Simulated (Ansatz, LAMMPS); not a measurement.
# Ionic liquid MMIM+ methanesulfonate with water at 350 K (132 atoms): a short ab initio trajectory

Wanted: a short trajectory of ionic liquid MMIM+ methanesulfonate with water at 350 K (132 atoms) with its pair distributions.

Program: Ansatz 0.2.0. Level of theory: Kohn-Sham DFT, revPBE+D4, PAW (set soft_2), plane waves. Results are calculated unless marked as measured.

## Step 1: The starting structure

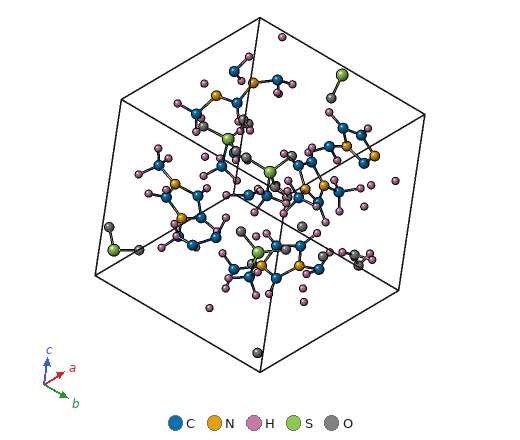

Start, viewed from a free direction; carbon blue, nitrogen orange, hydrogen pink, sulfur green, oxygen grey. Bonds to atoms that aren't drawn are left out. Some periodic images of atoms are drawn too.

The cell holds 132 atoms: 30 C, 10 N, 68 H, 5 S and 19 O. Cell: a = 11.116 Å, b = 11.116 Å, c = 11.116 Å, α = 90.0°, β = 90.0°, γ = 90.0°. 5 MMIM+, 5 methanesulfonate, 4 H2O placed at random, at 1.25 g/cm³; overlaps pushed apart, then 10 ps at 700 K with MMFF94 bonds, angles, torsions, charges and radii (Halgren, J. Comput. Chem. 17, 490 (1996)) in harmonic and 12-6 forms; SPC/E water (Berendsen, Grigera and Straatsma, J. Phys. Chem. 91, 6269 (1987)); charges of ions scaled by 0.8. Snapshot after 30 ps at 350 K and fixed volume.

What the set-up can't give: The network of contacts between molecules at the start is that of the classical potential that made the cell. The density was typed from a rule of thumb and may lie off the real one at this temperature. The Brillouin zone is sampled at Γ only, in a cell whose shortest periodic width is 11 Å.

## Step 2: Single point at the start

A single point comes first, to see the forces before anything moves.

input.yaml reads:

```yaml
crystal:
  lattice:
    - [11.11631, 0.0, 0.0]
    - [0.0, 11.11631, 0.0]
    - [0.0, 0.0, 11.11631]
  atoms:
    - { symbol: C, position: [0.43985, 0.93268, 0.34326] }
    - { symbol: "N", position: [0.32754, 0.90007, 0.39772] }
    - { symbol: C, position: [0.30925, 0.90304, 0.52022] }
    - { symbol: C, position: [0.20357, 0.84264, 0.5378] }
    [... 122 atom lines left out ...]
    - { symbol: O, position: [0.70335, 0.96493, 0.2602] }
    - { symbol: H, position: [0.72624, 0.00262, 0.33861] }
    - { symbol: H, position: [0.75929, 0.89683, 0.2422] }
    - { symbol: O, position: [0.94742, 0.02943, 0.46082] }
    - { symbol: H, position: [0.87121, 0.07714, 0.45786] }
    - { symbol: H, position: [0.99435, 0.04316, 0.38532] }
kpoints:
  mp_grid: { grid: [1, 1, 1] }
hamiltonian:
  xc: revpbe
  dispersion: d4
scf:
  occupations: { method: gaussian, width: 0.05 }
output:
  forces: true
```

Launch:

```console
$ ansatz run input.yaml --threads 4 --pin off --max-ram 8192MiB --backend cpu --events-out ev --progress --plain --runs-dir out
```

Run time: 10 s. Hardware: 4 threads of Arm Neoverse V2, shared host; peak memory 1.6 GiB.

Read from the output:

- free energy: -27836.2606 eV
- free energy per atom: -210.8808 eV/atom
- SCF cycles: 10
- r.m.s. force component: 1.014 eV/Å
- longest force: 4.74 eV/Å
- Fermi energy: 2.005 eV

The r.m.s. force component of 1.0 eV/Å sets the starting point.

Neighbours are counted within 1.34 Å (H-C), 1.21 Å (H-O), 1.77 Å (C-C), 1.79 Å (C-N), 2.21 Å (C-S), 1.88 Å (O-S).

Length of the force by element and coordination:

| element | coordination | atoms | mean length of the force (eV/Å) | spread | least | most |
| --- | --- | --- | --- | --- | --- | --- |
| C | all | 30 | 1.98 | 1.08 | 0.316 | 4.74 |
| C | 3 | 15 | 1.87 | 0.899 | 0.519 | 3.86 |
| C | 4 | 15 | 2.10 | 1.23 | 0.316 | 4.74 |
| H | all | 68 | 1.10 | 0.668 | 0.119 | 3.57 |
| N | all | 10 | 1.88 | 0.875 | 0.709 | 3.36 |
| O | all | 19 | 1.73 | 0.957 | 0.415 | 3.43 |
| O | 1 | 15 | 2.01 | 0.878 | 0.415 | 3.43 |
| O | 2 | 4 | 0.672 | 0.193 | 0.503 | 0.996 |
| S | all | 5 | 2.1 | 0.566 | 1.24 | 2.75 |

## Step 3: Dynamics at 350 K

A Nosé–Hoover thermostat steers the temperature while disturbing the dynamics little. The time step is 0.5 fs, short enough for the stretching of bonds to hydrogen.

input.yaml, as its differences from that of step 2:

```diff
@@ -16 +16,8 @@
   forces: true
+md:
+  timestep: 0.5
+  n_steps: 430
+  ensemble: nvt_nose_hoover
+  temperature: 350
+  initial_velocities: maxwell_boltzmann
+  seed: 3824
```

Elapsed: 44 min, on 4 threads; peak memory 1.7 GiB; 2.8 h of CPU time.

The run stopped at its limit before the end that the input asks for; the steps made so far are sound.

Rows from the run:

| time (fs) | T (K) | potential (meV/atom) | conserved (meV/atom) |
| --- | --- | --- | --- |
| 0.0 | 350 | 0.0 | 0.00 |
| 13.0 | 395 | -5.9 | -0.05 |
| 26.0 | 383 | -4.6 | -0.03 |
| 39.0 | 378 | -4.3 | 0.00 |
| 52.0 | 401 | -7.9 | -0.09 |
| 65.0 | 349 | -2.0 | 0.01 |
| 78.0 | 358 | -4.0 | -0.02 |
| 91.0 | 376 | -7.3 | -0.07 |
| 104.0 | 351 | -5.0 | 0.00 |
| 117.0 | 355 | -6.7 | -0.04 |
| 130.0 | 349 | -7.0 | -0.05 |
| 143.0 | 366 | -10.2 | -0.08 |
| 156.0 | 340 | -7.6 | -0.01 |
| 169.0 | 332 | -7.4 | -0.08 |
| 182.0 | 346 | -9.8 | -0.05 |
| 195.0 | 315 | -6.2 | -0.02 |

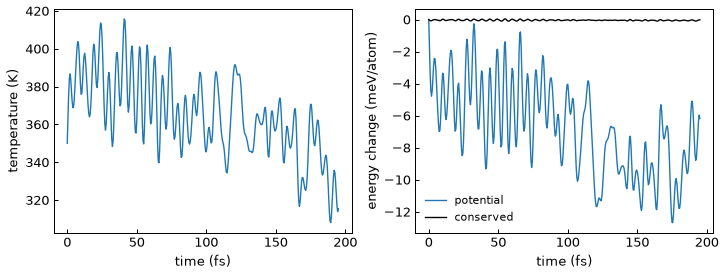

Temperature and energies against time.

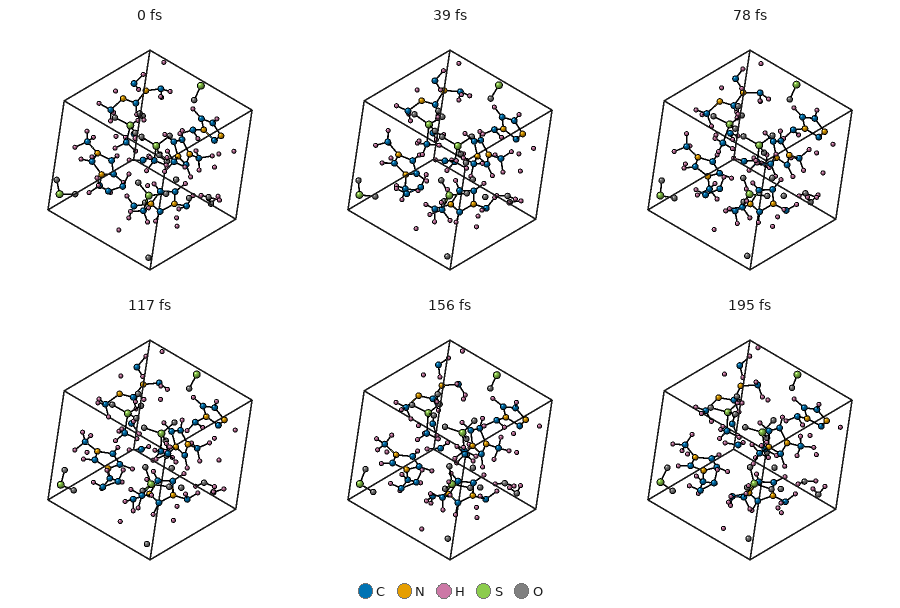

6 frames of the run. Bonds to atoms that aren't drawn are left out.

Mean square displacement from the first frame to the last: C 0.52 Å², N 0.50 Å², H 1.3 Å², S 0.19 Å², O 0.43 Å².

Mean square displacement against time lag:

| time lag (fs) | C (Å²) | H (Å²) | N (Å²) | O (Å²) | S (Å²) |
| --- | --- | --- | --- | --- | --- |
| 10 | 0.00666 | 0.0435 | 0.00553 | 0.00590 | 0.00280 |
| 20 | 0.0187 | 0.0972 | 0.0146 | 0.0184 | 0.00787 |
| 30 | 0.0329 | 0.158 | 0.0270 | 0.0334 | 0.0132 |
| 40 | 0.0505 | 0.231 | 0.0422 | 0.0507 | 0.0198 |
| 50 | 0.0709 | 0.304 | 0.0582 | 0.0693 | 0.0274 |
| 60 | 0.0936 | 0.380 | 0.0790 | 0.0887 | 0.0355 |
| 70 | 0.119 | 0.463 | 0.103 | 0.112 | 0.0456 |
| 80 | 0.146 | 0.556 | 0.129 | 0.141 | 0.0578 |
| 90 | 0.172 | 0.641 | 0.155 | 0.171 | 0.0714 |

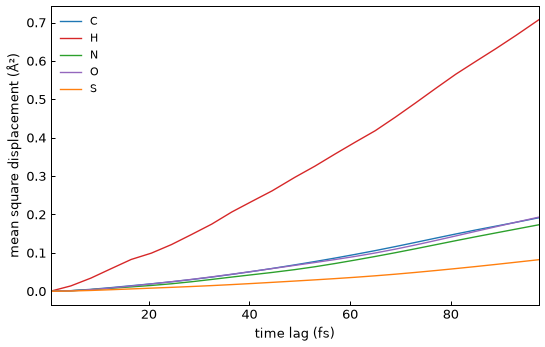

Mean square displacement against time lag.

Over the second half of 195 fs the temperature averages 353 K with swings of 18 K r.m.s. The conserved energy stays within 0.10 meV/atom. From first frame to last H has the largest mean square displacement, 1.3 Å² at the end; the farthest move is 2.94 Å. The run spans 0.20 ps, too short for its means to be equilibrium values.

## Step 4: Distances and neighbours late in the run

The g(r) is a mean over the second half; what follows it is taken at the last frame.

Bonds before and after, by the cutoffs listed below:

| pair | bonds before | bonds after | mean before (Å) | mean after (Å) | spread before (Å) | spread after (Å) |
| --- | --- | --- | --- | --- | --- | --- |
| H-C | 60 | 60 | 1.096 | 1.091 | 0.038 | 0.038 |
| H-O | 8 | 8 | 1.000 | 0.994 | 0.000 | 0.016 |
| C-C | 5 | 5 | 1.363 | 1.355 | 0.011 | 0.008 |
| C-N | 30 | 30 | 1.385 | 1.405 | 0.050 | 0.070 |
| C-S | 5 | 5 | 1.763 | 1.757 | 0.034 | 0.022 |
| O-S | 15 | 15 | 1.454 | 1.495 | 0.019 | 0.024 |

Density 1.25 g/cm³, 10.41 Å³ an atom.

Mean of 14 frames. g(r), total and by pair (bins of 0.2 Å):

| r (Å) | total | H-H | H-C | H-O | H-N | H-S | C-C |
| --- | --- | --- | --- | --- | --- | --- | --- |
| 0.90 | 0.43 | 0.00 | 0.00 | 2.88 | 0.00 | 0.00 | 0.00 |
| 1.10 | 3.25 | 0.00 | 13.45 | 0.64 | 0.00 | 0.00 | 0.00 |
| 1.30 | 0.73 | 0.00 | 0.03 | 0.00 | 0.00 | 0.00 | 3.08 |
| 1.50 | 0.92 | 0.34 | 0.00 | 0.00 | 0.00 | 0.00 | 0.17 |
| 1.70 | 0.58 | 1.94 | 0.00 | 0.09 | 0.00 | 0.00 | 0.00 |
| 1.90 | 0.53 | 1.53 | 0.00 | 0.40 | 0.28 | 0.00 | 0.00 |
| 2.10 | 0.91 | 0.21 | 0.12 | 0.63 | 7.62 | 0.07 | 0.65 |
| 2.30 | 0.70 | 0.39 | 0.43 | 0.74 | 1.06 | 2.19 | 1.94 |
| 2.50 | 0.92 | 0.81 | 0.34 | 1.20 | 0.04 | 2.02 | 3.41 |
| 2.70 | 0.84 | 0.89 | 0.98 | 1.56 | 0.14 | 0.19 | 0.31 |
| 2.90 | 0.94 | 1.06 | 1.18 | 1.59 | 0.44 | 0.94 | 0.00 |
| 3.10 | 0.88 | 1.05 | 0.95 | 1.15 | 0.45 | 1.44 | 0.02 |
| 3.30 | 1.11 | 0.92 | 1.64 | 1.24 | 1.22 | 1.44 | 0.32 |
| 3.50 | 0.97 | 0.97 | 0.89 | 1.46 | 0.46 | 1.28 | 0.82 |
| 3.70 | 1.01 | 1.08 | 0.91 | 1.10 | 0.64 | 1.06 | 1.41 |
| 3.90 | 1.07 | 1.07 | 1.05 | 1.01 | 1.16 | 1.38 | 0.73 |
| 4.10 | 1.04 | 1.02 | 1.06 | 0.86 | 1.32 | 1.17 | 0.90 |
| 4.30 | 1.04 | 0.98 | 1.12 | 1.00 | 1.30 | 0.80 | 1.11 |
| 4.50 | 0.98 | 0.91 | 0.94 | 1.10 | 1.00 | 1.21 | 1.02 |
| 4.70 | 1.00 | 0.97 | 1.02 | 1.01 | 1.13 | 1.18 | 0.98 |
| 4.90 | 0.99 | 0.98 | 0.86 | 1.07 | 1.05 | 1.17 | 0.99 |
| 5.10 | 1.03 | 1.03 | 1.08 | 0.94 | 0.97 | 0.96 | 1.00 |
| 5.30 | 1.02 | 1.08 | 0.99 | 0.88 | 0.91 | 0.76 | 0.84 |
| 5.50 | 1.04 | 1.03 | 1.06 | 0.96 | 0.96 | 0.94 | 1.06 |

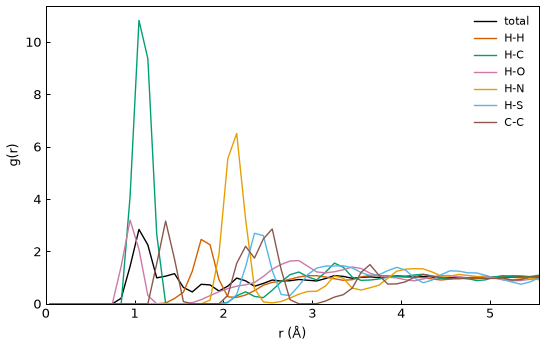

Pair distribution functions, lightly smoothed.

Bonds by pair of elements; cutoffs follow the first minimum of g(r), held within bounds set by covalent radii, and pairs that aren't listed don't count as bonded:

| pair A-B | cutoff (Å) | bonds | mean length (Å) | spread (Å) | shortest (Å) | B about A | A about B |
| --- | --- | --- | --- | --- | --- | --- | --- |
| H-C | 1.34 | 60 | 1.09 | 0.038 | 1.02 | 0.882 | 2 |
| H-O | 1.21 | 8 | 0.994 | 0.016 | 0.967 | 0.118 | 0.421 |
| C-C | 1.77 | 5 | 1.35 | 0.008 | 1.34 | 0.333 | 0.333 |
| C-N | 1.79 | 30 | 1.41 | 0.07 | 1.31 | 1 | 3 |
| C-S | 2.21 | 5 | 1.76 | 0.022 | 1.72 | 0.167 | 1 |
| O-S | 1.98 | 15 | 1.50 | 0.024 | 1.46 | 0.789 | 3 |

How many atoms have how many bonded neighbours:

| element | mean | 1 | 2 | 3 | 4 |
| --- | --- | --- | --- | --- | --- |
| C | 3.5 | 0 | 0 | 15 | 15 |
| H | 1 | 68 | 0 | 0 | 0 |
| N | 3 | 0 | 0 | 10 | 0 |
| O | 1.21 | 15 | 4 | 0 | 0 |
| S | 4 | 0 | 0 | 0 | 5 |

Bond angles (no mean is given where the spread exceeds 20°):

| angle | count | mean (°) | spread (°) |
| --- | --- | --- | --- |
| H-C-N | 50 | 114 | 8.7 |
| H-C-H | 45 | 110 | 4.9 |
| C-N-C | 30 | 120 | 8.9 |
| C-S-O | 15 | 104 | 3 |
| O-S-O | 15 | 114 | 3.8 |

Bond length by coordination (bonds to H left out):

| element | coordination | atoms | mean bond length (Å) |
| --- | --- | --- | --- |
| C | 3 | 15 | 1.36 |
| C | 4 | 15 | 1.58 |
| O | 1 | 15 | 1.50 |

Rings of the network by King's shortest-path rule, up to 12 atoms, one path for each pair of neighbours; H, halogens, alkali and alkaline-earth atoms are left out, and the last column divides by all other atoms, bonded or not:

| ring size (atoms) | rings | per network atom |
| --- | --- | --- |
| 5 | 5 | 0.078 |

With the cutoffs above, 50 % of C atoms have 3 and as many 4, all H atoms have 1, all N atoms have 3 and 79 % of O atoms have 1 bonded neighbour. The H-C-N angle averages 114° with a spread of 9°. All rings counted have 5 atoms.

## Step 5: Outcome

```json
{"mean temperature, second half": "353.2 K", "temperature swing, second half": "18.05 K", "slope of the conserved energy against time, by least squares": "-0.1542 meV/atom/ps", "wall time of the 2 DFT runs": "44 min"}
```

Over the second half of 195 fs the temperature averages 353 K with swings of 18 K r.m.s. The conserved energy stays within 0.10 meV/atom. The run spans 0.20 ps, too short for its means to be equilibrium values. With the cutoffs above, 50 % of C atoms have 3 and as many 4, all H atoms have 1, all N atoms have 3 and 79 % of O atoms have 1 bonded neighbour.

What to keep in mind: The force components of 1.0 eV/Å r.m.s. come partly from thermal motion and partly from the difference between the classical potential and DFT, above all in bond lengths inside molecules. The network of contacts between molecules at the start is that of the classical potential that made the cell; DFT moved the atoms only locally, and no bond changed.

[Logs are printed without paths, hosts, clocks, repeated set-up lines and the standing remarks that a program may print on its own settings, such as how far it seeks lower states.]

[Hosts, paths, dates, database ids (printed as entryN), source tags and the programs' standing remarks are cut or masked in the printed files.]

[The MMFF94 radii named for the starting cell were scaled by 0.96; in molecules described by MMFF94, hydrogen bound to N, O or S took a small fixed 12-6 site in their place.]
